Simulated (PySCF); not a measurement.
C₂H₃F₃, SMILES `CC(F)(F)F`.

Method: B3LYP/def2-SVPD; geometry: GFN2-xTB; program: PySCF. No frequency check shows the geometry to be a minimum.

Input

```python
import numpy as np
from pyscf import gto, scf, dft
from pyscf.scf import atom_ks, atom_hf
from scipy.linalg import block_diag

def solve(mol, dm0=None, hcore=None):
    mf = (dft.UKS if mol.spin else dft.RKS)(mol, xc='b3lyp')
    mf.grids.level = 3
    mf = mf.density_fit(auxbasis='def2-universal-jkfit')
    mf.conv_tol, mf.max_cycle = 1e-8, 80
    if hcore is not None:
        mf.get_hcore = lambda *args: hcore
    mf.kernel(dm0)
    if not mf.converged:
        mf = mf.newton().run(mf.mo_coeff, mf.mo_occ, max_cycle=30)
    assert mf.converged, 'SCF not converged'
    return mf

mol = gto.M(atom='''
C     -1.48722     0.00303     0.00110
C      0.02033     0.00000     0.00013
F      0.53198     0.59772    -1.08715
F      0.53369     0.64090     1.06164
F      0.52617    -1.24267     0.02462
H     -1.83841     1.03316    -0.01783
H     -1.84322    -0.49186     0.89871
H     -1.84347    -0.52310    -0.88027
''', basis='def2-svpd', charge=0, spin=0, verbose=4)
mf = solve(mol)
out = dict(e0=mf.e_tot, dm0=mf.make_rdm1(), c=mf.mo_coeff, occ=mf.mo_occ, eps=mf.mo_energy)
for name, dq, spin in [('cation', 1, 1)]:
    ion = mol.copy().set(charge=mol.charge + dq, spin=spin).build()
    mi = solve(ion)
    if spin and dq > 0 and mol.nao < 130:
        c, _, stable, _ = mi.stability(return_status=True)
        if not stable:
            mi = solve(ion, mi.make_rdm1(c, mi.mo_occ))
    print(name, 'vertical energy change / eV', (mi.e_tot - mf.e_tot) * 27.211386)
    out.update({'e_' + name: mi.e_tot, 'dm_' + name: mi.make_rdm1(), 's2_' + name: mi.spin_square()[0], 'eps_' + name: mi.mo_energy, 'occ_' + name: mi.mo_occ})
# spherically averaged free atoms, for the promolecule
atm = atom_ks.get_atm_nrks(mol, xc='b3lyp')
pro = block_diag(*[(atm[a[0]][2] * atm[a[0]][3]) @ atm[a[0]][2].T for a in mol._atom])
np.savez('result.npz', pro=pro, **out)
```

Run with:

```sh
OMP_NUM_THREADS=1 python input.py
```

The run took 36 s on 1 thread of Arm Neoverse V1, with other jobs on the host, peak memory 0.55 GiB.

Partitions, critical points and surface values were worked out afterwards from this run's density.

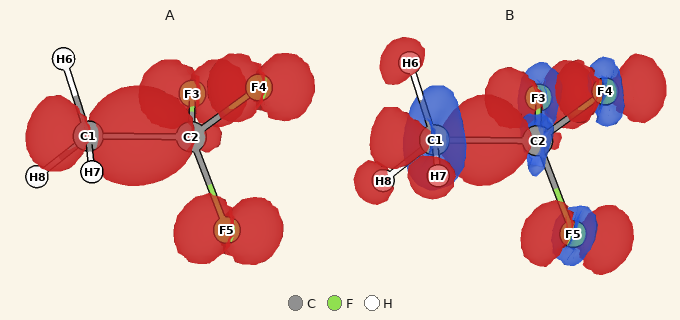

The Fukui function f⁻ from two separate SCF calculations and the density of the HOMO, at ±0.06 e/Å³ (red positive, blue negative).

Which panel is which, and how good is the frozen-orbital picture?

Answer. B is f⁻ (it has negative regions), A the HOMO density. The HOMO lies on C1 (24 %), F3, F4 and F5 (17 % each) and C2 (16 %); f⁻ (Hirshfeld-condensed) is largest on F3, F4 and F5 (0.18 each) and C1 (0.14); the vertical ionisation energy is 13.65 eV (the stability of the cation's solution wasn't checked). Relaxation shifts 16 % of the electron between atoms. The orbital energy is −10.87 eV.
